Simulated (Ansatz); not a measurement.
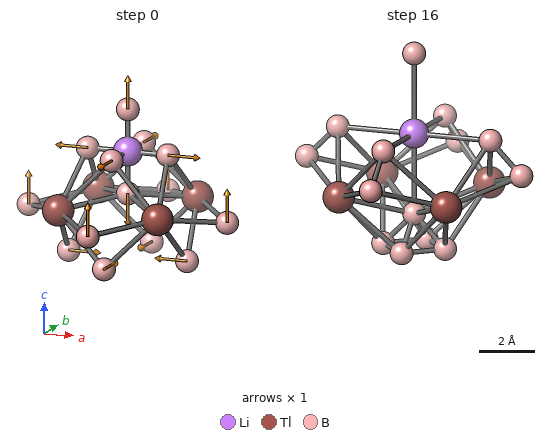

The structure of crystalline LiTl2B6 (a generated structure, set up in Fm-3m) (coarse preliminary run) before (left) and after (right) a relaxation, at one scale. The orange arrows give the displacements (the part carried along by the change of the cell is left out), at their true length.

Style: ball-and-stick. Shown: the atoms within 4.2 Å of the atom that moves most (axes of the conventional cell (4 times the calculation's cell)), slightly off an axis. Lengths and directions refer to the drawn axes.

These are results of DFT PBE, scalar-relativistic, plane waves, PAW (Ansatz 0.2.0), not measurements.

Input
```yaml
crystal:
  lattice:
    - [0.0, 3.92569261, 3.92569261]
    - [3.92569261, 0.0, 3.92569261]
    - [3.92569261, 3.92569261, 0.0]
  atoms:
    - { symbol: Li, position: [0.0, 0.0, 0.0] }
    - { symbol: Tl, position: [0.75, 0.75, 0.75] }
    - { symbol: Tl, position: [0.25, 0.25, 0.25] }
    - { symbol: B, position: [0.79786217, 0.79786217, 0.20213783] }
    - { symbol: B, position: [0.20213783, 0.79786217, 0.20213783] }
    - { symbol: B, position: [0.79786217, 0.20213783, 0.20213783] }
    - { symbol: B, position: [0.20213783, 0.20213783, 0.79786217] }
    - { symbol: B, position: [0.79786217, 0.20213783, 0.79786217] }
    - { symbol: B, position: [0.20213783, 0.79786217, 0.79786217] }
basis:
  ecutwfc: 420
kpoints:
  mp_grid: { grid: [4, 4, 4] }
hamiltonian:
  xc: pbe
scf:
  occupations: { method: gaussian, width: 0.1 }
  lower_state_search: "off"
output:
  forces: true
  stress: true
  eigenvalues: true
relax:
  adjacent_minimum: "off"
  f_tol: 0.04
  max_steps: 70
  cell: { stress_tol: 0.4 }
```

Run as
```bash
ansatz run input.yaml --threads 1 --pin off --max-ram 2048MiB --backend cpu --events-out ev --progress --plain --runs-dir out
```

What changed between the two?

Answer. The largest moves relative to the cell, 1.30 Å, are those of B4, B5, B6, B7, B8 and B9. B4 goes along −c. Tl and Li stay in place. The drawn cell changes as follows: a = b = c 7.851 → 8.485 Å (+8.1 %); the volume changes by +26.2 %. Some distances before and after: B4–B5 2.244 → 4.267 Å, B4–B5 (another image) 3.307 → 1.732 Å, Li1–B4 1.587 → 3.017 Å, Tl2–B4 2.801 → 3.131 Å. The space group stays Fm-3m (No. 225). The energy falls by 1691 meV per atom in 12 accepted moves (16 points after the start). Largest force component: 2.4 eV/Å at the start, 0.00046 eV/Å at the end. The pressure goes from 11.38 to 0.00 GPa. The line search rejected the trial steps at points 10, 14 of the run. The SCF was repeated twice at an unchanged geometry on a basis and grid sized afresh for the cell, which shifted the energy by 5.7 meV per atom at most. Cost: 59 s on 1 thread of Intel(R) Xeon(R) Platinum 8259CL CPU @ 2.50GHz (Skylake/Cascade Lake) (shared host), peak memory 0.47 GiB.
